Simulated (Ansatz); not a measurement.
# Ba3V: relaxing a made-up structure

Starting from a made-up structure for Ba3V, the aim is the relaxed cell, its shortest contacts and, where a second run follows, its electronic structure.

Program: Ansatz 0.2.0. Level of theory: DFT, PBEsol, plane-wave PAW, files of the set soft_1, scalar-relativistic, ferromagnetic start, cell and ions relaxed at zero pressure; PAW set soft_1, in the first sound run; inputs show where later runs differ. Results are calculated unless marked as measured.

**1. Starting point**

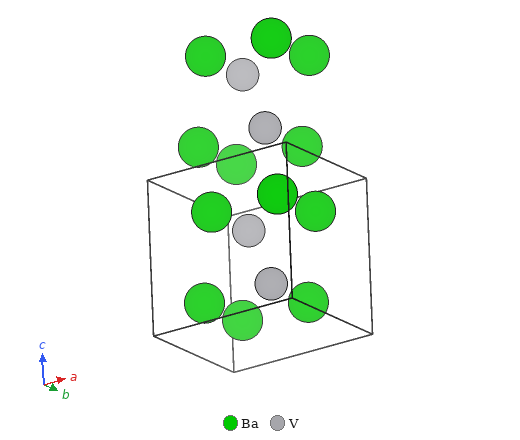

The cell as given, from a free direction (barium green, vanadium grey). 1×1×2 cells are drawn.

**2. Relaxation of the guess**

The guessed cell has no reason to be at equilibrium. It is relaxed with the atoms, within the space group of the guess.

input.yaml reads:

```yaml
crystal:
  lattice:
    - [8.367, 0.0, 0.0]
    - [-4.1835, 7.246034553, 0.0]
    - [0.0, 0.0, 5.999]
  atoms:
    - { symbol: Ba, position: [0.175250005, 0.35050001, 0.25] }
    - { symbol: Ba, position: [0.175250005, 0.824749995, 0.25] }
    - { symbol: Ba, position: [0.64949999, 0.824749995, 0.25] }
    - { symbol: Ba, position: [0.824749995, 0.64949999, 0.75] }
    - { symbol: Ba, position: [0.824749995, 0.175250005, 0.75] }
    - { symbol: Ba, position: [0.35050001, 0.175250005, 0.75] }
    - { symbol: V, position: [0.333333333, 0.666666667, 0.75], spin: 2.0 }
    - { symbol: V, position: [0.666666667, 0.333333333, 0.25], spin: 2.0 }
magnetization:
  spin_polarized: true
kpoints:
  mp_grid: { grid: [4, 4, 5] }
scf:
  occupations: { method: fermi_dirac, width: 0.05 }
hamiltonian:
  xc: pbesol
  pseudopotentials: { kind: paw, azcp: { folder: soft_1 }, xc_functional: pbe }
relax:
  f_tol: 0.015
  max_steps: 70
  cell: {}
output:
  forces: true
  stress: true
```

Command:

```bash
ansatz run input.yaml --threads 4 --pin off --max-ram 10240MiB --backend cpu --events-out ev --progress --plain --runs-dir out
```

Numbers of over 12 decimals in the logs are rounded to 6 here.

The program printed:

```text
Engine: ansatz 0.2.0, aarch64-unknown-linux-gnu
Pseudopotentials: kind: paw
Pseudopotential: Ba, paw, valence charge 10, recommended cutoff 420 eV (normal), soft_1/Ba.paw.azcp
Pseudopotential: V, paw, valence charge 13, recommended cutoff 420 eV (normal), soft_1/V.paw.azcp
Functional definition: PBEsol
  exchange = pbesol_x
  correlation = pbesol_c
Crystal: 8 atoms, lattice volume = 363.705 Å³
Basis set: ecut = 420 eV, 7101 PW (Γ), exchange–correlation on 120×120×90 points (8 copies of the dense FFT grid, shifted against one another)
Bands: 54, of which v1, the nominal top of the filled ones, is band 43 counted from 1 (42 counted from 0)
Symmetry: 24 space group operations
Space group: P63/mmc (ITA 194), of the structure as read, at distance tolerance 7.1e-5 Å
Magnetic group: BNS 194.263 (UNI 1493), of the structure as read, at distance tolerance 7.1e-5 Å
k-points: 12 of 80
Non-local potential: Ba, projectors of the file, l = 0: 3, l = 1: 2, l = 2: 2, l = 3: 2
Non-local potential: V, projectors of the file, l = 0: 3, l = 1: 2, l = 2: 3, l = 3: 1
PAW form: soft (Blöchl's): semilocal exchange-correlation on the pseudo side does not see the compensation charge
PAW frozen core: Ba, regenerated for the run's functional, and the local potential with it (the file was generated under x = pbe(κ = 0.804, μ = 0.219515), c = pbe(β = 0.066725))
PAW frozen core: V, regenerated for the run's functional, and the local potential with it (the file was generated under x = pbe(κ = 0.804, μ = 0.219515), c = pbe(β = 0.066725))
PAW one-centre angular grid: Ba, 194 points (default); XC on 64 Gauss nodes
PAW one-centre angular grid: V, 590 points (default); XC on 64 Gauss nodes
Initial density: superposition of atomic densities (chi_scale 0.1, normalization cell, long waves kept (reshape's long-wave potential 0.01 eV rms))
Starting moments: Σ|m| = 4 μB on 2 of 8 sites
Initial wavefunctions: pseudopotential atomic-orbital guess
Functional: x = pbesol(κ = 0.804, μ = 0.123457), c = pbesol(β = 0.046)
SCF iter   1: F=—  HF=-40941.395695 eV  |F-HF|=—  |Δ(HF+E_count)|=         —  Δρ=2.34e-2 (↑2.12e-2 ↓2.34e-2)  dr2=1.73e1  dr2_m=6.46e-2  M=6.189 μB ∫|m|=6.368 μB  β_m=0.30  ethr=3.10e-3  ⟨swp⟩=12.2  Hψ=6793  notcnv=0
Mixer restart at iter 1: flushing history
preconditioner: auto → Kerker (q_TF=auto, 2.145 Å⁻¹)  [metal: Δε(μ)=0.016 eV  Ē_g=9.632 eV  σ=0.050 eV  W_gap=0.08  n_scr=58 (ndim 8)  ℏωp=14.8 eV  f_vac=0.000  D(μ)=16.76/eV (n_scr^D=148)]
spin=Collinear: Kerker preconditioning applied to the charge; magnetization (m = ρ↑ − ρ↓) channel mixes plain (no charge-response kernel on spin).
SCF iter   2: F=—  HF=-40940.152764 eV  |F-HF|=—  |Δ(HF+E_count)|=    1.24e0  Δρ=1.18e-2 (↑9.23e-3 ↓1.18e-2)  dr2=1.74e0  dr2_m=2.83e-1  M=5.723 μB ∫|m|=6.078 μB  β_m=0.32  ethr=3.10e-3  ⟨swp⟩=4.6  Hψ=3486  notcnv=0  defer=4
SCF iter   3: F=—  HF=-40940.024306 eV  |F-HF|=—  |Δ(HF+E_count)|=   1.28e-1  Δρ=1.38e-2 (↑1.38e-2 ↓8.47e-3)  dr2=4.45e-1  dr2_m=3.61e-1  M=6.133 μB ∫|m|=6.625 μB  β_m=0.17  ethr=2.02e-3  ⟨swp⟩=2.7  Hψ=1930  notcnv=0
SCF iter   4: F=—  HF=-40940.411910 eV  |F-HF|=—  |Δ(HF+E_count)|=   3.88e-1  Δρ=1.40e-2 (↑1.40e-2 ↓6.83e-3)  dr2=3.34e-1  dr2_m=3.28e-1  M=6.615 μB ∫|m|=7.207 μB  β_m=0.30  ethr=5.18e-4  ⟨swp⟩=3.1  Hψ=1839  notcnv=0  defer=1
SCF iter   5: F=—  HF=-40941.700665 eV  |F-HF|=—  |Δ(HF+E_count)|=    1.29e0  Δρ=2.62e-3 (↑2.60e-3 ↓2.62e-3)  dr2=1.51e-2  dr2_m=2.12e-2  M=7.819 μB ∫|m|=8.707 μB  β_m=0.50  ethr=3.89e-4  ⟨swp⟩=5.1  Hψ=4128  notcnv=0  defer=1
SCF iter   6: F=—  HF=-40941.830167 eV  |F-HF|=—  |Δ(HF+E_count)|=         —  Δρ=1.65e-3 (↑1.65e-3 ↓7.85e-4)  dr2=1.48e-2  dr2_m=3.89e-3  M=8.213 μB ∫|m|=9.258 μB  β_m=0.50  ethr=1.75e-5  ⟨swp⟩=3.8  Hψ=2870  notcnv=0  defer=5
Mixer restart at iter 6: flushing history
SCF iter   7: F=—  HF=-40941.852637 eV  |F-HF|=—  |Δ(HF+E_count)|=   2.25e-2  Δρ=9.14e-4 (↑9.14e-4 ↓5.55e-4)  dr2=5.75e-3  dr2_m=1.49e-3  M=8.274 μB ∫|m|=9.373 μB  β_m=0.73  ethr=1.72e-5  ⟨swp⟩=2.7  Hψ=1866  notcnv=0  defer=16
SCF iter   8: F=—  HF=-40941.862871 eV  |F-HF|=—  |Δ(HF+E_count)|=   1.02e-2  Δρ=7.25e-4 (↑7.25e-4 ↓2.54e-4)  dr2=4.88e-3  dr2_m=5.69e-4  M=8.365 μB ∫|m|=9.565 μB  β_m=0.75  ethr=6.69e-6  ⟨swp⟩=2.9  Hψ=2194  notcnv=0  defer=16
SCF iter   9: F=—  HF=-40941.861687 eV  |F-HF|=—  |Δ(HF+E_count)|=   1.18e-3  Δρ=1.08e-3 (↑1.08e-3 ↓1.35e-4)  dr2=5.96e-3  dr2_m=1.04e-3  M=8.407 μB ∫|m|=9.709 μB  β_m=0.85  ethr=5.68e-6  ⟨swp⟩=3.5  Hψ=2698  notcnv=0  defer=17
SCF iter  10: F=—  HF=-40941.864949 eV  |F-HF|=—  |Δ(HF+E_count)|=   3.26e-3  Δρ=5.46e-4 (↑5.46e-4 ↓8.75e-5)  dr2=1.70e-3  dr2_m=2.32e-4  M=8.389 μB ∫|m|=9.697 μB  β_m=0.93  ethr=5.68e-6  ⟨swp⟩=2.0  Hψ=1563  notcnv=0  defer=17
SCF iter  11: F=—  HF=-40941.865701 eV  |F-HF|=—  |Δ(HF+E_count)|=   7.52e-4  Δρ=5.17e-5 (↑5.17e-5 ↓3.74e-5)  dr2=1.20e-5  dr2_m=5.76e-6  M=8.379 μB ∫|m|=9.723 μB  β_m=0.96  ethr=1.97e-6  ⟨swp⟩=2.4  Hψ=1660  notcnv=0  defer=20
SCF iter  12: F=—  HF=-40941.865790 eV  |F-HF|=—  |Δ(HF+E_count)|=   8.92e-5  Δρ=4.20e-5 (↑4.20e-5 ↓2.00e-5)  dr2=1.23e-5  dr2_m=2.60e-6  M=8.361 μB ∫|m|=9.730 μB  β_m=0.98  ethr=1.39e-8  ⟨swp⟩=3.2  Hψ=2541  notcnv=0  defer=20
SCF iter  13: F=—  HF=-40941.865820 eV  |F-HF|=—  |Δ(HF+E_count)|=   3.03e-5  Δρ=1.32e-5 (↑1.32e-5 ↓9.11e-6)  dr2=1.20e-6  dr2_m=2.98e-7  M=8.342 μB ∫|m|=9.732 μB  β_m=0.99  ethr=1.39e-8  ⟨swp⟩=2.9  Hψ=2155  notcnv=0  defer=20
SCF iter  14: F=—  HF=-40941.865826 eV  |F-HF|=—  |Δ(HF+E_count)|=   5.46e-6  Δρ=6.85e-6 (↑6.85e-6 ↓1.87e-6)  dr2=3.32e-7  dr2_m=4.07e-8  M=8.330 μB ∫|m|=9.731 μB  β_m=1.00  ethr=1.39e-9  ⟨swp⟩=3.0  Hψ=2621  notcnv=0  defer=20
SCF iter  15: F=—  HF=-40941.865826 eV  |F-HF|=—  |Δ(HF+E_count)|=   1.49e-7  Δρ=9.93e-7 (↑9.93e-7 ↓6.67e-7)  dr2=8.87e-9  dr2_m=1.01e-9  M=8.329 μB ∫|m|=9.732 μB  β_m=0.99  ethr=3.86e-10  ⟨swp⟩=2.2  Hψ=1619  notcnv=0  defer=20
SCF iter  16: F=-40941.865826 eV  HF=-40941.865826 eV  |F-HF|=2.11e-9  |Δ(HF+E_count)|=   1.30e-8  Δρ=6.17e-7 (↑6.17e-7 ↓1.72e-7)  dr2=3.17e-9  dr2_m=3.11e-10  M=8.329 μB ∫|m|=9.732 μB  ethr=1.03e-11  ⟨swp⟩=1.4  Hψ=3954  notcnv=0
SCF 1 converged in 16 iterations: F = -40941.865826 eV  dr2 = 3.17e-9
  greatest PAW one-centre occupation: 0.999 electrons in one spin orbital (limit 2), on the V atom at site 7 (counted from 0), in its partial waves of l = 0
relax step   1: F+E_penalty+E_count = -40941.86582588 eV  Δ(F+E_penalty+E_count) = +0.000e0 eV  max|allowed force component| = 1.912e-1 eV/Å  Δτ_max = 0.0000 Å  P = -1.303 GPa  Ω = 363.705 Å³  (16 SCF iters, dr2 threshold 1.00e-7 eV, accepted)
[...]
relax step   5: F+E_penalty+E_count = -40942.08676144 eV  Δ(F+E_penalty+E_count) = -1.885e-4 eV  max|allowed force component| = 1.282e-3 eV/Å  Δτ_max = 0.0021 Å  P = +0.010 GPa  Ω = 324.764 Å³  energy of the carried Pulay correction = +2.274e-3 eV  (9 SCF iters, dr2 threshold 9.47e-9 eV, accepted)
Basis set: ecut = 420 eV, 6289 PW (Γ), exchange–correlation on 108×108×80 points (8 copies of the dense FFT grid, shifted against one another)
Initial wavefunctions: pseudopotential atomic-orbital guess (no wavefunctions were taken with the density)
iter 1 solved again at ethr=1.85e-7 eV; its pass at ethr=3.10e-3 eV (dr2=1.59e-4 eV) is discarded
SCF iter   1: F=—  HF=-40942.084482 eV  |F-HF|=—  |Δ(HF+E_count)|=         —  Δρ=2.53e-5 (↑2.46e-5 ↓2.53e-5)  dr2=1.40e-6  dr2_m=3.64e-7  M=8.299 μB ∫|m|=9.458 μB  β_m=0.65  ethr=1.85e-7  ⟨swp⟩=4.1  Hψ=10331  notcnv=0
preconditioner: auto → Kerker (q_TF=auto, 2.008 Å⁻¹)  [metal: Δε(μ)=0.029 eV  Ē_g=9.756 eV  σ=0.050 eV  W_gap=0.14  n_scr=44 (ndim 8)  ℏωp=15.7 eV  f_vac=0.000  D(μ)=11.03/eV (n_scr^D=82)]
spin=Collinear: Kerker preconditioning applied to the charge; magnetization (m = ρ↑ − ρ↓) channel mixes plain (no charge-response kernel on spin).
SCF iter   2: F=—  HF=-40942.084583 eV  |F-HF|=—  |Δ(HF+E_count)|=   1.00e-4  Δρ=9.50e-6 (↑8.59e-6 ↓9.50e-6)  dr2=1.59e-7  dr2_m=3.55e-8  M=8.299 μB ∫|m|=9.458 μB  β_m=0.63  ethr=1.62e-9  ⟨swp⟩=2.4  Hψ=2302  notcnv=0
SCF iter   3: F=—  HF=-40942.084583 eV  |F-HF|=—  |Δ(HF+E_count)|=   4.91e-7  Δρ=3.03e-6 (↑3.03e-6 ↓1.18e-6)  dr2=3.59e-8  dr2_m=8.52e-9  M=8.299 μB ∫|m|=9.458 μB  β_m=0.81  ethr=1.85e-10  ⟨swp⟩=2.0  Hψ=2322  notcnv=0
SCF iter   4: F=—  HF=-40942.084583 eV  |F-HF|=—  |Δ(HF+E_count)|=   3.22e-7  Δρ=1.27e-6 (↑1.27e-6 ↓6.27e-7)  dr2=2.19e-8  dr2_m=1.14e-9  M=8.299 μB ∫|m|=9.458 μB  β_m=0.91  ethr=4.17e-11  ⟨swp⟩=3.0  Hψ=2572  notcnv=0
SCF iter   5: F=—  HF=-40942.084583 eV  |F-HF|=—  |Δ(HF+E_count)|=   6.09e-9  Δρ=2.08e-6 (↑2.08e-6 ↓1.75e-7)  dr2=2.90e-8  dr2_m=3.07e-9  M=8.299 μB ∫|m|=9.458 μB  β_m=0.94  ethr=2.54e-11  ⟨swp⟩=2.0  Hψ=2282  notcnv=0
SCF iter   6: F=—  HF=-40942.084583 eV  |F-HF|=—  |Δ(HF+E_count)|=   5.36e-8  Δρ=4.76e-7 (↑4.76e-7 ↓1.29e-7)  dr2=1.47e-9  dr2_m=1.10e-10  M=8.299 μB ∫|m|=9.458 μB  β_m=0.86  ethr=2.54e-11  ⟨swp⟩=2.9  Hψ=2555  notcnv=0
SCF iter   7: F=—  HF=-40942.084583 eV  |F-HF|=—  |Δ(HF+E_count)|=   1.69e-9  Δρ=1.07e-7 (↑1.07e-7 ↓3.98e-8)  dr2=9.01e-11  dr2_m=7.10e-12  M=8.299 μB ∫|m|=9.458 μB  β_m=0.93  ethr=1.71e-12  ⟨swp⟩=2.3  Hψ=2415  notcnv=0
SCF iter   8: F=—  HF=-40942.084583 eV  |F-HF|=—  |Δ(HF+E_count)|=  1.16e-10  Δρ=1.19e-8 (↑1.19e-8 ↓9.51e-9)  dr2=9.98e-13  dr2_m=2.13e-13  M=8.299 μB ∫|m|=9.458 μB  β_m=0.96  ethr=1.00e-12  ⟨swp⟩=2.0  Hψ=1520  notcnv=0
SCF iter   9: F=-40942.084583 eV  HF=-40942.084583 eV  |F-HF|=1.46e-11  |Δ(HF+E_count)|=  2.18e-11  Δρ=9.14e-9 (↑9.14e-9 ↓4.02e-9)  dr2=4.54e-13  dr2_m=7.34e-14  M=8.299 μB ∫|m|=9.458 μB  ethr=1.00e-12  ⟨swp⟩=2.2  Hψ=2935  notcnv=0
SCF 6 converged in 9 iterations: F = -40942.084583 eV  dr2 = 4.54e-13
relax step   6: F+E_penalty+E_count = -40942.08458344 eV  Δ(F+E_penalty+E_count) = +2.178e-3 eV  max|allowed force component| = 1.191e-3 eV/Å  Δτ_max = 0.0000 Å  P = +0.010 GPa  Ω = 324.764 Å³  stress off target by 3.81e-2 GPa  SCF on the basis re-selected at this cell (its energy is not comparable with the rows above)  (9 SCF iters)
basis re-selected at this cell: Δ(F+E_penalty+E_count) = +2.178e-3 eV, ΔP = +0.000 GPa vs the last step (what re-selecting the basis moved, of the pressure what is left beyond the Pulay correction that the steps carried, after the strain that the cell walked since its last selection, with what the two solves' SCF thresholds leave and, on support functions, any second-order correction that the steps lacked; it is no measure of the basis error at this ecutwfc). The dense FFT grid was sized anew with the basis: this SCF ran on 54×54×40 points, the steps before it on 60×60×45, so part of this shift can come from that change (see relax.cell in the input reference). [rest of the remark cut]
an SCF from antiferromagnetic starting moments (0.00, 0.00, 0.00, 0.00, 0.00, 0.00, -3.01, 3.01 Bohr magnetons, atom by atom) was not made, so that it is not known whether that order lies lower: the deck asks for what bars it, or types moments that do (magnetization.spin_polarized, in the input reference, names some of the keys), or the run goes by scf.lower_state_search: light, the default, which as a rule tries one only behind a close that has lost an order of both signs, or on which an open d or half-filled 4f shell of a PAW file has lost a moment that was set nearer to Hund's than to what is left; [rest of the remark cut]
SCF converged after 9 iterations
Magnetization: 8.2994 μB (47.1497 up, 38.8503 down)
Absolute magnetization: 9.4694 μB (∫|ρ↑−ρ↓|, with the PAW one-centre terms)
Spin contamination: 0.8508 ħ² per cell (⟨S²⟩ above its minimum at these occupations)
Per-site moments (μB) at R_I (Å): [(0.047685, 1.518200), (0.047685, 1.518200), (0.047685, 1.518200), (0.047685, 1.518200), (0.047685, 1.518200), (0.047685, 1.518200), (3.480833, 1.518200), (3.480833, 1.518200)]
Free energy (F): -40942.084583 eV
Harris-Foulkes:  -40942.084583 eV  (|F-HF|=1.46e-11)
Internal energy: -40941.993572 eV  (E = F + TS)
E sigma→0 (E₀):  -40942.039078 eV
Entropy (-TS):   -0.091011 eV (-11.376 meV/atom)
Fermi energy:    8.352403 eV
--- Per-component energies (eV) ---
  E_band       = -822.679129
  E_kinetic    = 1541.681371
  E_local      = -5379.187656  (includes V_loc(G=0)·N_el)
  E_nonlocal   = 746.622972
  E_hartree    = 2001.973667
  E_xc         = -1396.087478
  E_vxc        = -1044.716426  (∫ρ·V_xc dr)
  E_paw        = -32867.667105  (= ΣΔE_a)
  E_vpaw       = -691.028888  (= ΣTr[D̂ρ^β])
  E_aug_tail   = 0.002118  (compensation charges beyond the density's cutoff)
  E_ewald      = -5590.539445
  E_core_change = 1.207984  (= ΣΔE_core)
  E_smearing   = -0.091011  (= −TS)
  E_closure    = 0.000000  (closes the sum)
  Σ components = -40942.084583   (vs F -40942.084583, Δ=0.00e0)
--- Forces (eV/Å), atoms counted from 1 ---
  atom   1  Ba     0.00000000     0.00119088     0.00000000
  atom   2  Ba     0.00103133    -0.00059544     0.00000000
  atom   3  Ba    -0.00103133    -0.00059544     0.00000000
  atom   4  Ba    -0.00000000    -0.00119088     0.00000000
  atom   5  Ba    -0.00103133     0.00059544     0.00000000
  atom   6  Ba     0.00103133     0.00059544     0.00000000
  atom   7  V      0.00000000    -0.00000000     0.00000000
  atom   8  V      0.00000000     0.00000000     0.00000000
  max |Σ_I F_I| component: 3.36e-18 eV/Å
--- Stress (GPa, compression-positive) ---
       -0.004252      -0.000000       0.000000
        0.000000      -0.004252       0.000000
        0.000000       0.000000       0.038131
  P = ⅓ Tr σ = 0.0099 GPa (0.099 kbar)
--- Relaxed structure (5 steps of the walk, 5 accepted, 1 SCFs on fresh bases) ---
  F+E_penalty+E_count = -40942.08458344 eV   max|allowed force component| = 1.191e-3 eV/Å   (the final SCF, on the basis selected at the relaxed cell)
  cell:  # Å, volume = 324.7644 Å³
    - [7.928554, 0, 0.0]
    - [-3.964277, 6.866329, 0.0]
    - [0.0, 0.0, 5.965541]
  atoms:
    - { symbol: Ba, position: [0.176323, 0.352647, 0.250000] }
    - { symbol: Ba, position: [0.176323, 0.823677, 0.250000] }
    - { symbol: Ba, position: [0.647353, 0.823677, 0.250000] }
    - { symbol: Ba, position: [0.823677, 0.647353, 0.750000] }
    - { symbol: Ba, position: [0.823677, 0.176323, 0.750000] }
    - { symbol: Ba, position: [0.352647, 0.176323, 0.750000] }
    - { symbol: V, position: [0.333333, 0.666667, 0.750000] }
    - { symbol: V, position: [0.666667, 0.333333, 0.250000] }
```

Run time: 61 s. Hardware: 4 threads of Arm Neoverse V2, shared host; peak memory 1.1 GiB.

The steps of the relaxation:

```csv
step,energy less that of the first step (eV),largest force component (eV/Å),pressure (GPa),volume (Å³)
1,0.0000,0.1912,-1.30,363.70
2,-0.1397,0.0180,-0.85,349.11
3,-0.2185,0.0564,0.07,323.66
4,-0.2207,0.0042,0.02,324.59
5,-0.2209,0.0013,0.01,324.76
6*,-0.2188,0.0012,0.01,324.76
```

Relaxation steps marked * repeat the geometry before them on a plane-wave basis chosen anew for their cell, so energy and pressure can jump there.

The run keeps the 24 symmetry operations that it works with, so distortions that break them were not tested.

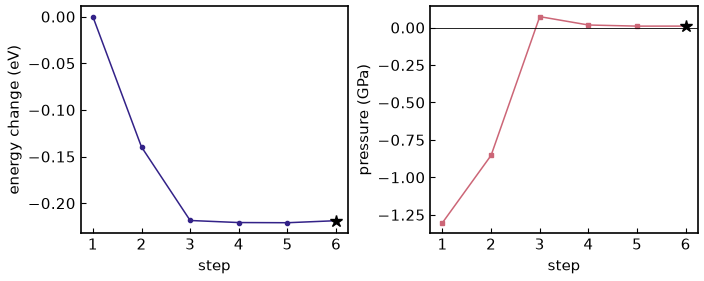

Energy and pressure along the relaxation. Stars mark steps on a basis chosen anew.

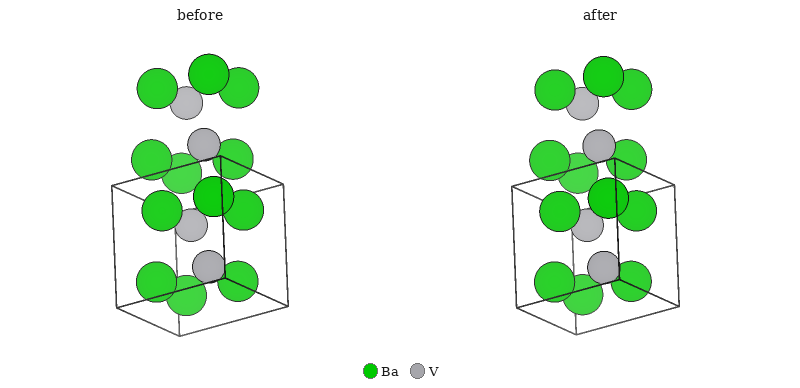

Before and after, at one scale.

```csv
"conventional cell, symmetrised",before,after,change
a (Å),8.367,7.929,-5.2 %
b (Å),8.367,7.929,-5.2 %
c (Å),5.999,5.966,-0.6 %
volume (Å³/atom),45.46,40.60,-10.7 %
```

The atoms that moved most (Å, as changes of fractional coordinates times the final cell):

```csv
atom,dx,dy,dz,length
Ba1,0.000,0.015,0.000,0.015
Ba3,-0.013,-0.007,0.000,0.015
Ba4,0.000,-0.015,0.000,0.015
Ba6,0.013,0.007,0.000,0.015
Ba2,0.013,-0.007,0.000,0.015
Ba5,-0.013,0.007,0.000,0.015
```

Numbers from this step:

```yaml
free_energy: -40942.0846 eV
energy_at_zero_smearing: -40942.0391 eV
smearing_term_ts: 0.09101 eV
fermi_energy: 8.352 eV
magnetization: 8.299 μB
absolute_magnetization: 9.469 μB
site_moments: 0.04769, 0.04769, 0.04769, 0.04769, 0.04769, 0.04769, 3.481, 3.481 μB
electrons: 86
symmetry_operations: 24
pressure: 0.009875 GPa
```

Site moment by atom:

```csv
atom,site moment (μB)
Ba1,0.05
Ba2,0.05
Ba3,0.05
Ba4,0.05
Ba5,0.05
Ba6,0.05
V7,3.48
V8,3.48
```

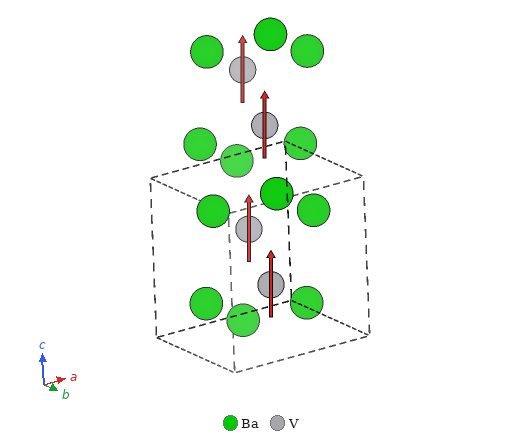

Site moment as arrows, the longest 3.48 μB. Up and down stand for the sign. Arrows give size and sign along the axis of quantisation, drawn up and down the page. 1×1×2 cells are drawn.

Shortest distances by pair of elements, guess and relaxed (not always the same contact):

```csv
pair,guess (Å),relaxed (Å)
Ba–V,3.774,3.680
Ba–Ba,3.930,3.735
V–V,5.686,5.464
```

The relaxation ends with a largest force component of 0.0012 eV/Å and a pressure of 0.01 GPa.

(Part 1 of 2 ends here.)

[Logs are printed without paths, hosts, clocks, repeated set-up lines and the standing remarks that a program may print on its own settings, such as how far it seeks lower states.]

[Hosts, paths, dates, database ids (printed as entryN), source tags and the programs' standing remarks are cut or masked in the printed files.]
